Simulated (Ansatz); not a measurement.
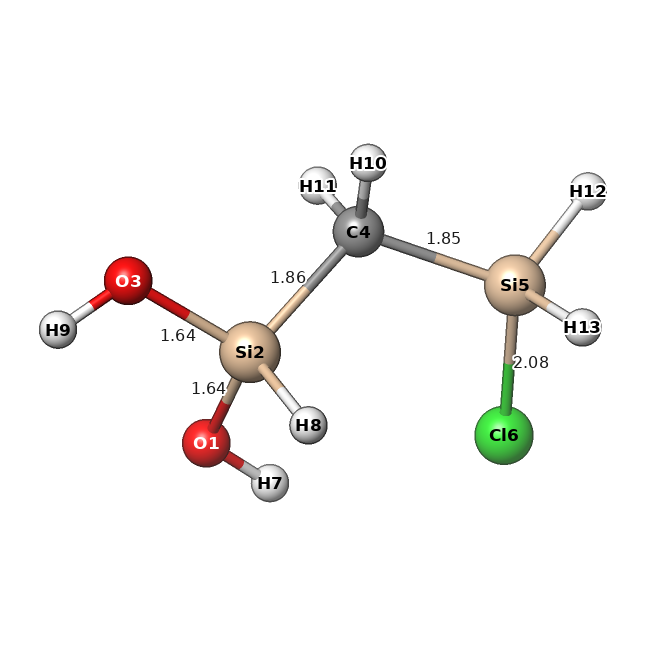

The numbers beside the sticks are distances in Å. Sticks don't show bond order. The geometry was computed by an optimisation with PBE0-D4/def2-TZVP. No frequency run is at hand to confirm it as a minimum.

Assign a bond order to each marked bond.

O1–Si2 single; Si2–O3 single; Si2–C4 single; C4–Si5 single; Si5–Cl6 single.

Give the structure as SMILES.

O[SiH](O)C[SiH2]Cl
